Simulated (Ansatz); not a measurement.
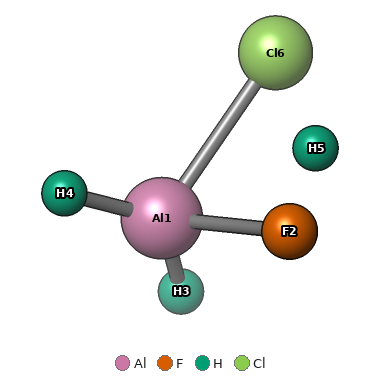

The system is the reacting system AlClFH₃ (fragments AlFH₂ + ClH where the first distance is long, AlClFH₃ where the second is long); the picture shows the reference structure. Coordinates scanned: (1) distance Al1–Cl6 (bond that forms); (2) distance H5–Cl6 (bond that breaks). Relaxed at each point: all other coordinates. The scan uses a 13 × 13 grid. Points are written as (first, second). Energies: kJ/mol, counted from a guessed transition structure relaxed with its forming and breaking bonds held. The reference is spin-restricted, so regions where a bond is pulled apart into radicals lie too high. The calculation used RHF/def2-SVP (Ansatz 0.2.0).

Its coordinates:

```xyz
6

Al   -0.4408    0.4314   -0.5434
F    -0.5517   -0.7500    1.2031
H    -0.9620   -0.4233   -1.7344
H    -0.6520    1.9156   -0.1265
H     0.6408   -0.8472    1.1109
Cl    1.9656   -0.3265    0.0903
```

Range: distance Al1–Cl6 (bond that forms) from 2.007 to 3.207 Å; distance H5–Cl6 (bond that breaks) from 1.197 to 2.697 Å.

**Predict the map.**

The lowest grid point is at (2.135 Å, 2.542 Å), −120 kJ/mol from a guessed transition structure relaxed with its forming and breaking bonds held. A higher local minimum lies near (2.845 Å, 1.264 Å) (8 kJ/mol above the lowest at that grid point). The highest grid point, (3.207 Å, 2.697 Å), lies 210 kJ/mol above the lowest. On the interpolated surface the lowest path from the side where the first distance is long, about (3.09 Å, 1.28 Å), to the side where the second distance is long, about (2.16 Å, 2.59 Å), has its top at about (2.47 Å, 1.52 Å), about 53 kJ/mol above the start and 63 kJ/mol above the end.

```
second ↓, first →  2.007  2.061  2.135  2.219  2.311  2.409  2.512  2.619  2.730  2.845  2.962  3.083  3.207
            2.697   −101   −113   −120   −118   −107    −90    −68    −42    −15     13     40     66     91
            2.542   −100   −112   −120   −118   −109    −92    −71    −47    −20      6     32     57     81
            2.391    −97   −110   −118   −118   −109    −94    −74    −51    −26      0     24     48     70
            2.244    −93   −106   −116   −116   −109    −95    −76    −54    −30     −6     17     39     59
            2.101    −86   −100   −111   −112   −106    −94    −76    −56    −34    −12      9     29     48
            1.962    −76    −91   −102   −106   −101    −90    −74    −56    −36    −17      2     20     37
            1.828    −61    −77    −90    −95    −92    −83    −70    −54    −37    −20     −4     11     25
            1.699    −40    −58    −73    −80    −80    −74    −63    −51    −37    −24    −11      0      9
            1.577    −14    −33    −51    −61    −65    −62    −57    −49    −41    −33    −27    −23    −20
            1.462     16     −7    −28    −44    −54    −60    −66    −70    −71    −71    −70    −68    −67
            1.357     27     −3    −35    −60    −78    −90    −97   −101   −103   −103   −102   −101    −99
            1.264     21     −9    −41    −66    −85    −97   −105   −109   −111   −111   −111   −109   −108
            1.197     36      5    −27    −52    −71    −84    −92    −96    −98    −99    −98    −97    −96
```

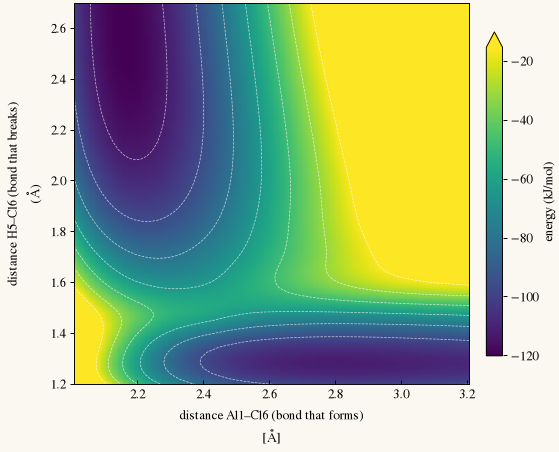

In the figure: a smooth colour map with a few white contour lines, one colour for all values above the top of the scale. Between grid points the surface is interpolated.

Time for the 169 points that were run: 10 min on 1 thread of Arm Neoverse V1, with other jobs on the host.
